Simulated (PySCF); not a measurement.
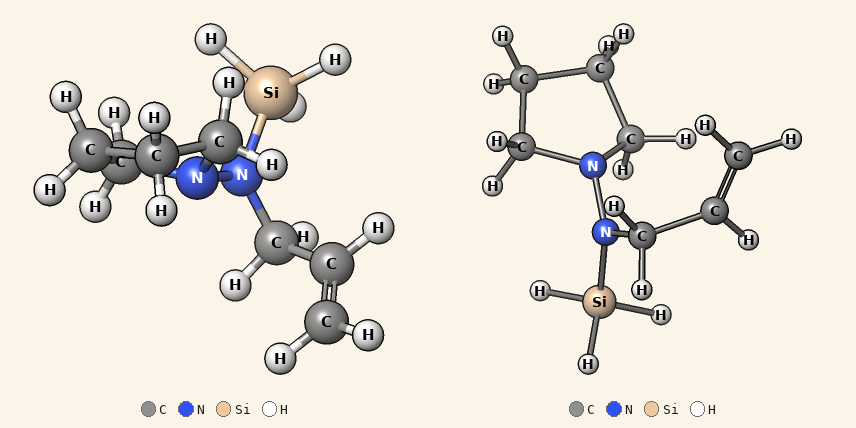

Both panels show the same species.

The computed structure is the end point of a PBE0-D3(BJ)/def2-SVP optimisation. No frequency run is at hand to confirm it as a minimum.

Question: Count the atoms of each element.

Answer: C7H16N2Si, 26 atoms: 7 carbon, 16 hydrogen, 2 nitrogen and 1 silicon.

Question: How many bonds of each kind are drawn?

Answer: 13 C–H, 5 C–C, 3 C–N, 3 Si–H, 1 N–Si, 1 N–N.

Question: Name some functional groups or characteristic bonds that it holds.

Answer: Among them: alkene, Si–H bond, Si–N bond.

Question: Give a SMILES string for it.

Answer: C=CCN([SiH3])N1CCCC1

Question: Which point group does it belong to?

Answer: C1.

More results for the same structure follow; atom numbers are the same in all pictures, views and colours differ.

## Geometry

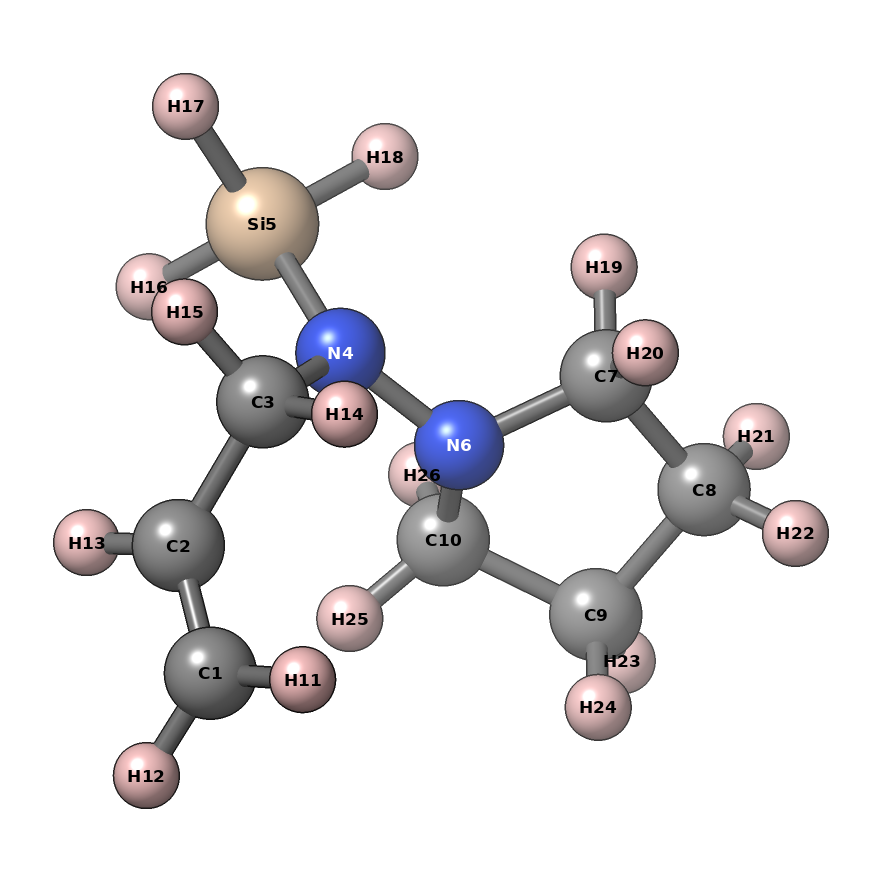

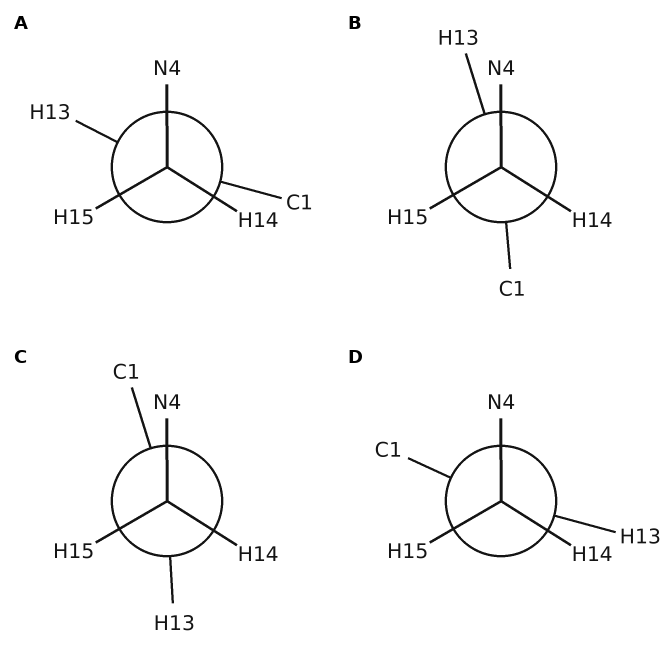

Depth is shown by fading: the farther an atom, the more it takes the colour of the background. Bonds that would overlap in a projection are set slightly apart. No frequency run is at hand to confirm it as a minimum.

Question: Which Newman projection shows the view along C3–C2, with C3 in front?

Answer: A. The torsion angle N4–C3–C2–C1 is 115°, anticlinal.

## Ring current

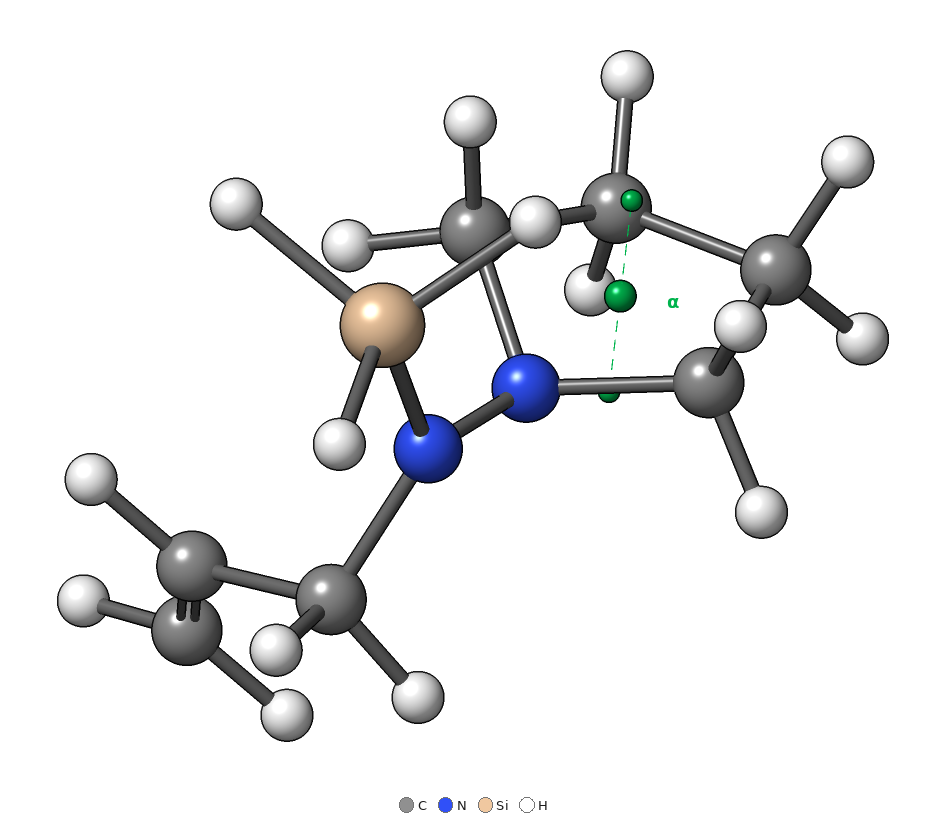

The small points mark where nucleus-independent chemical shifts (NICS) were computed: at the centre of each lettered ring and 1 Å above and below it. No frequency run is at hand to confirm it as a minimum. Level of theory: GIAO ωB97X-D/pcSseg-1 NMR shielding, non-relativistic, gas phase (PySCF 2.14.0).

Give NICS(0), NICS(1) and the out-of-plane component NICS(1)zz for each ring (means of the two sides).

| ring | members | NICS(0) | NICS(1) | NICS(1)zz |
| --- | --- | --- | --- | --- |
| α | C4N | −8.7 | −3.8 | −3.5 |

Values in ppm.

Question: What do the values say about the ring currents?

Answer: Ring α: weak, as in a non-aromatic ring. NICS is one index among several.

## Electronic properties

No frequency run is at hand to confirm it as a minimum. Method: PBE0/pcSseg-1, gas phase (PySCF 2.14.0).

What does the calculation give?

- dipole moment: 0.80 D
- HOMO energy (Kohn–Sham orbital): −6.13 eV
- LUMO energy (Kohn–Sham orbital): 0.22 eV
- HOMO–LUMO gap: 6.35 eV

## Charges

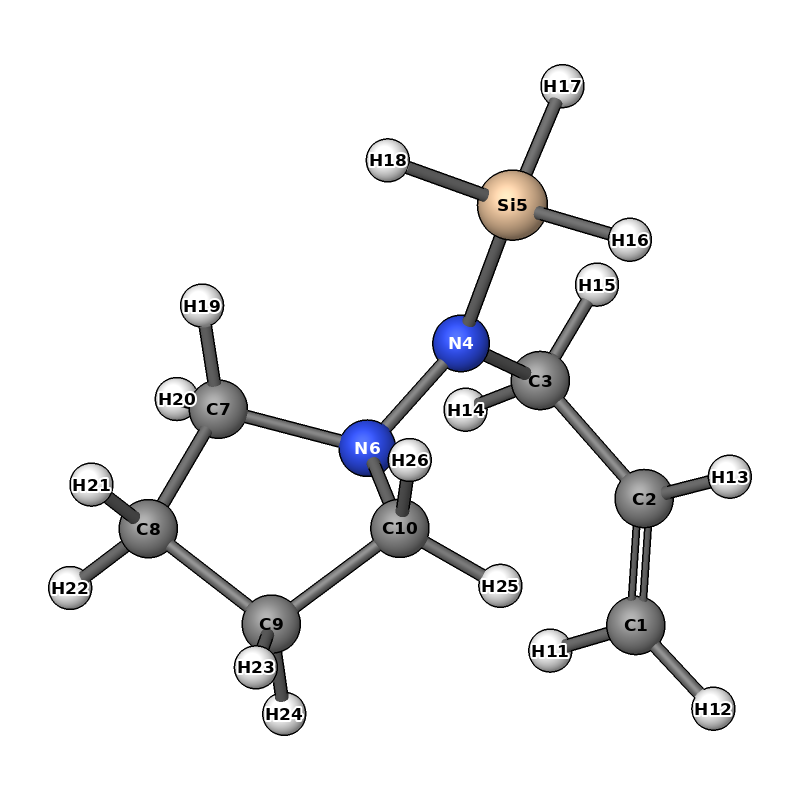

The questions are on ESP-fitted charges. No frequency run is at hand to confirm it as a minimum. Method: PBE0/pcSseg-1 in chloroform (IEF-PCM) (PySCF 2.14.0).

Question: Which atom carries the highest charge (most positive or least negative)?

Answer: Si5 (0.39 e).

Question: And the lowest?

Answer: C1 (−0.49 e).

Give the ESP-fitted charges atom by atom.

| atom | value (e) |
| --- | --- |
| C1 | −0.49 |
| C2 | −0.09 |
| C3 | −0.22 |
| N4 | −0.34 |
| Si5 | 0.39 |
| N6 | −0.02 |
| C7 | −0.07 |
| C8 | −0.13 |
| C9 | −0.10 |
| C10 | −0.04 |
| H11 | 0.20 |
| H12 | 0.19 |
| H13 | 0.17 |
| H14 | 0.14 |
| H15 | 0.17 |
| H16 | −0.11 |
| H17 | −0.08 |
| H18 | −0.08 |
| H19 | 0.06 |
| H20 | 0.07 |
| H21 | 0.07 |
| H22 | 0.06 |
| H23 | 0.05 |
| H24 | 0.05 |
| H25 | 0.07 |
| H26 | 0.07 |
